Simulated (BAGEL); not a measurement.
# C2H5ClSi (SMILES ClC1C[SiH2]1) at RI-MP2/def2-SVP (density fitting with qzvpp-jkfit)

What is the energy change on altering one bond length of C2H5ClSi at RI-MP2/def2-SVP (density fitting with qzvpp-jkfit)? 

Program for the calculation: BAGEL 1.2.2.

## 1. The molecule

The species is C2H5ClSi (9 atoms), meant as a singlet with charge 0. As SMILES, `ClC1C[SiH2]1`. The coordinates come from a PBE0-D4/def2-TZVP relaxation.

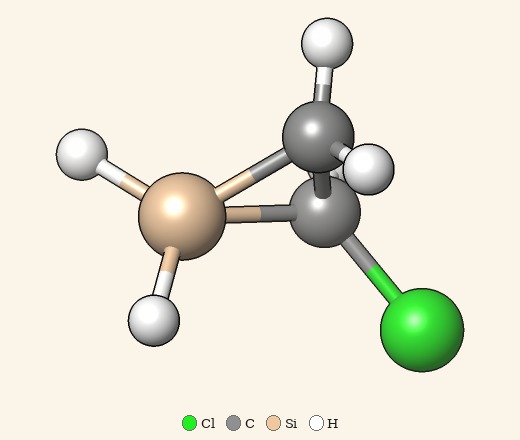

Viewed from a chosen angle; chlorine green, carbon grey, silicon light orange, hydrogen white.

## 2. The energy at RI-MP2/def2-SVP (density fitting with qzvpp-jkfit)

Input file mp2.json:

```json
{ "bagel" : [

{
  "title" : "molecule",
  "basis" : "svp",
  "df_basis" : "qzvpp-jkfit",
  "angstrom" : "true",
  "geometry" : [
    { "atom" : "Cl", "xyz" : [      -0.610200,      -0.416600,      -2.254300 ] },
    { "atom" : "C", "xyz" : [      -0.442600,       0.373500,      -0.689900 ] },
    { "atom" : "C", "xyz" : [       0.930400,       0.305100,      -0.014300 ] },
    { "atom" : "Si", "xyz" : [      -0.417500,      -0.575100,       0.903900 ] },
    { "atom" : "H", "xyz" : [      -0.899600,       1.356600,      -0.714500 ] },
    { "atom" : "H", "xyz" : [       1.659300,      -0.322300,      -0.518200 ] },
    { "atom" : "H", "xyz" : [       1.345700,       1.248900,       0.324100 ] },
    { "atom" : "H", "xyz" : [      -0.452800,      -2.048100,       0.838700 ] },
    { "atom" : "H", "xyz" : [      -1.023900,       0.031800,       2.107300 ] }
  ]
},

{
  "title" : "hf"
},

{
  "title" : "mp2",
  "ncore" : 12
}

]}
```

Run with:

```
$ BAGEL_NUM_THREADS=1 BAGEL mp2.json > mp2.out
```

The program printed:

```text
* using 1 threads per process

  ===============================================================
  ===============================================================

  *** Geometry ***

  { "atom" : "Cl", "xyz" : [     -1.153111,     -0.787260,     -4.260010 ] },
  { "atom" : "C", "xyz" : [     -0.836393,      0.705813,     -1.303722 ] },
  { "atom" : "C", "xyz" : [      1.758201,      0.576555,     -0.027023 ] },
  { "atom" : "Si", "xyz" : [     -0.788961,     -1.086781,      1.708123 ] },
  { "atom" : "H", "xyz" : [     -1.699998,      2.563602,     -1.350209 ] },
  { "atom" : "H", "xyz" : [      3.135623,     -0.609059,     -0.979256 ] },
  { "atom" : "H", "xyz" : [      2.543004,      2.360079,      0.612460 ] },
  { "atom" : "H", "xyz" : [     -0.855668,     -3.870348,      1.584913 ] },
  { "atom" : "H", "xyz" : [     -1.934891,      0.060093,      3.982220 ] },

  Number of auxiliary basis functions:      496

  Since a DF basis is specified, we compute 2- and 3-index integrals:
    o Being stored without compression. Storage requirement is 0.031 GB

  Number of basis functions:       89
  Number of electrons      :       48

    * METHOD: MOLECULE                             0.21

  *** RHF ***

  === Nuclear Repulsion ===
   202.0129070206

      * DIIS with orbital gradients will be used.

  === RHF iteration (svp) ===
      0       -826.61583171          0.01228510           0.07
      1       -826.70512173          0.00613443           0.07
      2       -826.72381309          0.00142271           0.07
      3       -826.72536432          0.00033523           0.07
      4       -826.72544343          0.00008864           0.07
      5       -826.72545023          0.00002198           0.07
      6       -826.72545100          0.00000880           0.07
      7       -826.72545113          0.00000226           0.07
      8       -826.72545114          0.00000077           0.07
      9       -826.72545114          0.00000037           0.07
     10       -826.72545114          0.00000015           0.07
     11       -826.72545114          0.00000006           0.07
     12       -826.72545114          0.00000002           0.07
     13       -826.72545114          0.00000001           0.07
    * SCF iteration converged.

    * Permanent dipole moment:
           (   -0.091795,    -0.184998,    -0.871053) a.u.

    * METHOD: HF                                   1.16

  *** RHF ***

  === Nuclear Repulsion ===
   202.0129070206

      * DIIS with orbital gradients will be used.

  === RHF iteration (svp) ===
      0       -826.72545114          0.00000000           0.07
    * SCF iteration converged.

    * Permanent dipole moment:
           (   -0.091795,    -0.184998,    -0.871053) a.u.

  === DF-MP2 calculation ===

    * freezing 12 orbitals
    * 3-index integral transformation done
    * assembly done

      MP2 correlation energy:   -0.5106785000      0.04

      MP2 total energy:       -827.2361296361

    * METHOD: MP2                                  0.19

  ===============================================================
```

Wall time 1.7 s (1 thread of Arm Neoverse V2, shared host); peak memory 0.12 GiB.

## 3. The distorted shape at the same level

Input file mp2.json:

```json
{ "bagel" : [

{
  "title" : "molecule",
  "basis" : "svp",
  "df_basis" : "qzvpp-jkfit",
  "angstrom" : true,
  "geometry" : [
    { "atom" : "Cl", "xyz" : [   -0.473113,   -0.711503,   -2.246921 ] },
    { "atom" : "C", "xyz" : [   -0.305513,    0.078597,   -0.682521 ] },
    { "atom" : "C", "xyz" : [    1.067487,    0.010197,   -0.006921 ] },
    { "atom" : "Si", "xyz" : [   -0.280413,   -0.870003,    0.911279 ] },
    { "atom" : "H", "xyz" : [   -0.899600,    1.356600,   -0.714500 ] },
    { "atom" : "H", "xyz" : [    1.796387,   -0.617203,   -0.510821 ] },
    { "atom" : "H", "xyz" : [    1.482787,    0.953997,    0.331479 ] },
    { "atom" : "H", "xyz" : [   -0.315713,   -2.343003,    0.846079 ] },
    { "atom" : "H", "xyz" : [   -0.886813,   -0.263103,    2.114679 ] }
  ]
},
{
  "title" : "hf"
},
{
  "title" : "mp2",
  "ncore" : 12
}

]}
```

Run with:

```
$ BAGEL_NUM_THREADS=1 BAGEL mp2.json > mp2.out
```

The program printed:

```text
* using 1 threads per process

  ===============================================================
  ===============================================================

  *** Geometry ***

  { "atom" : "Cl", "xyz" : [     -0.894054,     -1.344546,     -4.246065 ] },
  { "atom" : "C", "xyz" : [     -0.577336,      0.148527,     -1.289778 ] },
  { "atom" : "C", "xyz" : [      2.017258,      0.019270,     -0.013079 ] },
  { "atom" : "Si", "xyz" : [     -0.529904,     -1.644067,      1.722068 ] },
  { "atom" : "H", "xyz" : [     -1.699998,      2.563602,     -1.350209 ] },
  { "atom" : "H", "xyz" : [      3.394679,     -1.166345,     -0.965312 ] },
  { "atom" : "H", "xyz" : [      2.802061,      1.802793,      0.626405 ] },
  { "atom" : "H", "xyz" : [     -0.596611,     -4.427634,      1.598858 ] },
  { "atom" : "H", "xyz" : [     -1.675834,     -0.497193,      3.996164 ] },

  Number of auxiliary basis functions:      496

  Since a DF basis is specified, we compute 2- and 3-index integrals:
    o Being stored without compression. Storage requirement is 0.031 GB

  Number of basis functions:       89
  Number of electrons      :       48

    * METHOD: MOLECULE                             0.21

  *** RHF ***

  === Nuclear Repulsion ===
   200.5224151374

      * DIIS with orbital gradients will be used.

  === RHF iteration (svp) ===
      0       -826.57389500          0.01202572           0.07
      1       -826.66327332          0.00593626           0.07
      2       -826.68148992          0.00144682           0.07
      3       -826.68322710          0.00041105           0.07
      4       -826.68335252          0.00011299           0.07
      5       -826.68336575          0.00002894           0.07
      6       -826.68336727          0.00001140           0.07
      7       -826.68336747          0.00000255           0.07
      8       -826.68336748          0.00000090           0.07
      9       -826.68336748          0.00000042           0.07
     10       -826.68336748          0.00000018           0.07
     11       -826.68336748          0.00000007           0.07
     12       -826.68336748          0.00000002           0.07
     13       -826.68336748          0.00000001           0.07
    * SCF iteration converged.

    * Permanent dipole moment:
           (   -0.139420,    -0.090482,    -0.873282) a.u.

    * METHOD: HF                                   1.15

  *** RHF ***

  === Nuclear Repulsion ===
   200.5224151374

      * DIIS with orbital gradients will be used.

  === RHF iteration (svp) ===
      0       -826.68336748          0.00000000           0.07
    * SCF iteration converged.

    * Permanent dipole moment:
           (   -0.139421,    -0.090482,    -0.873282) a.u.

  === DF-MP2 calculation ===

    * freezing 12 orbitals
    * 3-index integral transformation done
    * assembly done

      MP2 correlation energy:   -0.5160958585      0.04

      MP2 total energy:       -827.1994633406

    * METHOD: MP2                                  0.19

  ===============================================================
```

Run time: 1.7 s. Hardware: 1 thread of Arm Neoverse V2, shared host; peak memory 0.12 GiB.

## 4. What came out

At RI-MP2/def2-SVP (density fitting with qzvpp-jkfit), 12 core orbitals frozen:

| quantity | value |
| --- | --- |
| first shape: total energy | -827.23613 Eh |
| first shape: correlation energy (12 core orbitals frozen) | -510.7 mEh |
| distorted shape: total energy | -827.19946 Eh |
| distorted shape: correlation energy (12 core orbitals frozen) | -516.1 mEh |
| energy change with the C2–H5 bond stretched from 1.084 to 1.410 Å | 0.998 eV |

**Reading.** With the C2–H5 bond stretched from 1.084 to 1.410 Å the energy rises by 1.00 eV (96.3 kJ/mol). The first shape isn't relaxed at this level, so the change isn't measured from a minimum.
